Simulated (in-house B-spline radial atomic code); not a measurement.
# Fe⁵⁺: density, ELF and screening along the radius

Aim: the shell structure of Fe⁵⁺ in the radial density, the electron localisation function and the screened nuclear charge, under several settings.

Program: in-house B-spline radial atomic code version 1. Level of theory: several methods, spin-polarised, as named in each step; spherical all-electron atom at the radial basis limit. These are calculated values, not measurements, unless marked.

### 1 Starting point

```
element       : iron (Z = 26)
charge        : +5
electrons     : 21
configuration : [Ar] 3d3
nucleus       : point (non-relativistic runs) or finite (X2C runs)
```

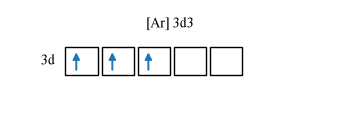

Outer shells as boxes.

Where spins are not typed, each open shell is filled with up spins first.

### 2 Hartree-Fock, X2C, [Ar] 3d3

Input settings:

```ini
Z = 26
electrons = 21.0
configuration = [Ar] 3d3
hamiltonian = x2c
method = hf
spin_polarised = True
nucleus = fermi
rms_radius = 3.7377
mass_number = 56
atomic_mass = 55.934935537
speed_of_light = 137.035999084
```

Launch:

```
$ python run_scf.py task.json out
```

One command runs all members of the session, one after another, from task.json.

### 3 r2SCAN, X2C, [Ar] 3d3

The settings differ from step 2 so:

```diff
@@ -4,3 +4,3 @@
 hamiltonian = x2c
-method = hf
+method = r2scan
 spin_polarised = True
```

### 4 PW91, X2C, [Ar] 3d3

The settings differ from step 3 so:

```diff
@@ -4,3 +4,3 @@
 hamiltonian = x2c
-method = r2scan
+method = pw91,pw91
 spin_polarised = True
```

### 5 PBE, non-rel., [Ar] 3d2 4d1

Input settings:

```ini
Z = 26
electrons = 21.0
configuration = [Ar] 3d2 4d1
hamiltonian = nr
method = pbe,pbe
spin_polarised = True
```

### 6 PBE, non-rel., [Ar] 3d2 4p1

Input settings:

```ini
Z = 26
electrons = 21.0
configuration = [Ar] 3d2 4p1
hamiltonian = nr
method = pbe,pbe
spin_polarised = True
```

**Question.** How large is the system in each run, where do the shell borders lie, and what is the highest level?

The runs gave:

| run | total energy (hartree) | highest level (eV) | radius holding 50 / 90 / 99 % (bohr) | radius at n = 0.001 (bohr) | ELF minima on the full grid (bohr) |
| --- | --- | --- | --- | --- | --- |
| Hartree-Fock, X2C, [Ar] 3d3 | -1264.8008 | -100.000 | 0.435 / 1.08 / 1.68 | 2.29 | 0.089, 0.43 |
| r2SCAN, X2C, [Ar] 3d3 | -1265.7290 | -87.885 | 0.435 / 1.08 / 1.68 | 2.30 | 0.089, 0.43 |
| PW91, X2C, [Ar] 3d3 | -1265.8457 | -87.715 | 0.434 / 1.09 / 1.69 | 2.32 | 0.089, 0.43 |
| PBE, non-rel., [Ar] 3d2 4d1 | -1254.4580 | -39.432 | 0.440 / 1.18 / 3.03 | 3.55 | 0.088, 0.43, 1.7 |
| PBE, non-rel., [Ar] 3d2 4p1 | -1254.9773 | -52.738 | 0.441 / 1.18 / 2.58 | 3.20 | 0.099, 0.39, 1.5 |

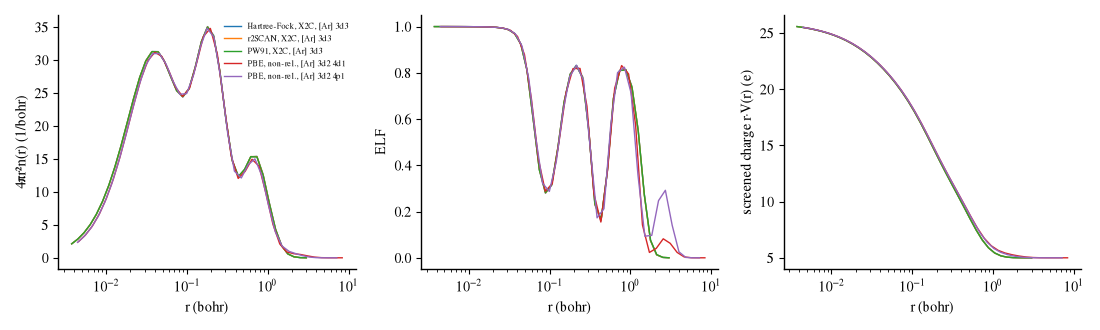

Radial density, ELF and screened nuclear charge of all runs.

**Reading.** In the first run ELF has 2 minima on the grid, which mark the borders between shells. On the record's full grid the screened charge (r times the electrostatic potential) falls from 25.9 near the nucleus to 5.00 at 3.0 bohr; far out it tends to the net charge, 5. The radius that holds 99 % of the electrons runs from 1.68 bohr (Hartree-Fock, X2C, [Ar] 3d3) to 3.03 bohr (PBE, non-rel., [Ar] 3d2 4d1). The grid is coarse (about 19 % a step), so the places of minima are rough. For X2C runs ELF uses the non-relativistic kinetic energy density, and the fields carry no picture-change correction.
